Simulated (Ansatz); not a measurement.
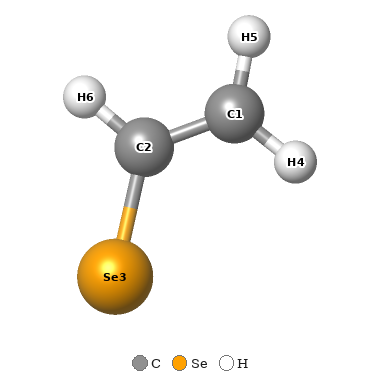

The system is C2H3Se, SMILES C=C[Se], spin multiplicity 2; the picture shows the reference structure. Coordinates scanned: (1) bond length C1–C2; (2) dihedral H4–C1–C2–Se3. Nothing is relaxed (all other coordinates rigid). Grid: 9 × 9 points; 45 points were computed and 36 follow by symmetry. Points are written as (first, second). Energies are in kcal/mol, from the lowest grid point. Theory: Ansatz 0.2.0, UKS CAM-B3LYP-D4/def2-SVP.

Its coordinates:

```
atom    x (Å)    y (Å)    z (Å)
   C  -0.4477   0.1233  -0.5906
   C   0.3244   0.0486   0.5132
  Se   1.3448  -1.4451   0.9314
   H  -0.5050  -0.7087  -1.2973
   H  -1.0368   1.0201  -0.8065
   H   0.3623   0.8978   1.2035
```

Range: bond length C1–C2 from 1.133 to 1.754 Å; dihedral H4–C1–C2–Se3 from −180 to 140°.

### What will the energy surface look like?

The lowest grid point is at (1.366 Å, −180°). There is a further well near (1.366 Å, −20°) (3.4 kcal/mol above the lowest at that grid point). The highest grid point, (1.133 Å, −100°), lies 102.4 kcal/mol above the lowest. On the interpolated surface the easiest way out of the lowest well to a well of about the same depth near (1.366 Å, −20°) passes a barrier of about 34 kcal/mol. Round the minimum the two coordinates are nearly uncoupled.

```csv
"dihedral H4–C1–C2–Se3 ↓, bond length C1–C2 →",1.133,1.211,1.288,1.366,1.444,1.521,1.599,1.676,1.754
140,63.5,32.1,17.3,13.0,15.4,21.6,30.3,40.1,50.5
100,102.4,65.7,45.3,35.5,32.9,35.2,40.6,47.9,56.4
60,83.6,50.2,32.9,25.9,25.6,29.7,36.5,44.8,54.1
20,50.1,19.7,6.2,3.4,7.3,15.1,25.1,36.0,47.4
−20,50.1,19.7,6.2,3.4,7.3,15.1,25.1,36.0,47.4
−60,83.6,50.2,32.9,25.9,25.6,29.7,36.5,44.8,54.1
−100,102.4,65.7,45.3,35.5,32.9,35.2,40.6,47.9,56.4
−140,63.5,32.1,17.3,13.0,15.4,21.6,30.3,40.1,50.5
−180,45.8,15.7,2.5,0.0,4.4,12.7,23.2,34.5,46.2
```

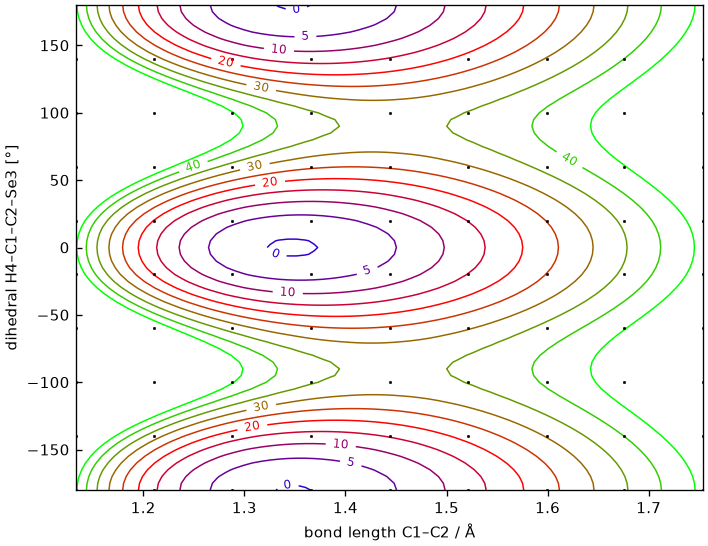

Drawn: contour lines labelled in kcal/mol (none above 45), dots at the grid points. Between grid points the surface is interpolated.

Each point was launched as `ansatz run input.yaml --threads 1 --pin off --max-ram 2560MiB --backend cpu --events-out ev --progress --plain --runs-dir out`. Time for the 45 points that were run: 8.1 min on 1 thread of Arm Neoverse V1, with other jobs on the host.
